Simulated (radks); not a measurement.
For Ar³⁺ in [Ne] 3s2 3p3, the spin moment of the 3p shell is fixed at a series of values. Level of theory: scalar-relativistic Kohn-Sham, LDA (Slater exchange, Perdew-Wang correlation), spin-polarised, spherical densities, finite nucleus. Computed with the in-house radial solver radks. Wanted, and plotted below: the energy and the exchange splitting.

The energy falls with the moment, to −2.92 eV at M = 3 μB, the largest moment run, in line with Hund's first rule (at fractional spins the functional's fractional-spin error adds to the fall). A fit E = −I M²/4 gives an exchange integral I of about 1.3 eV, and the exchange splitting grows nearly in proportion to M, to 3.98 eV (1.3 eV per μB).

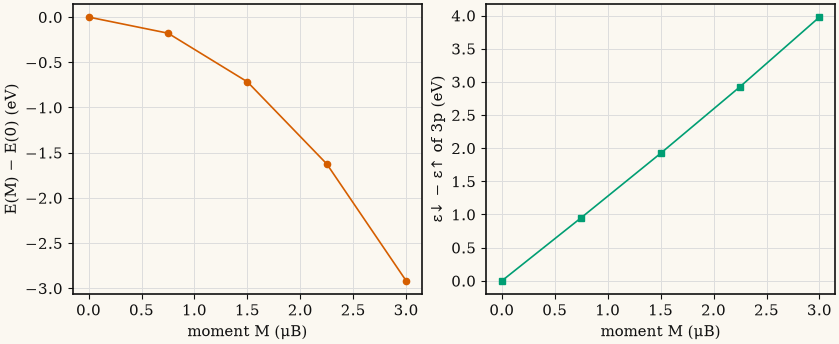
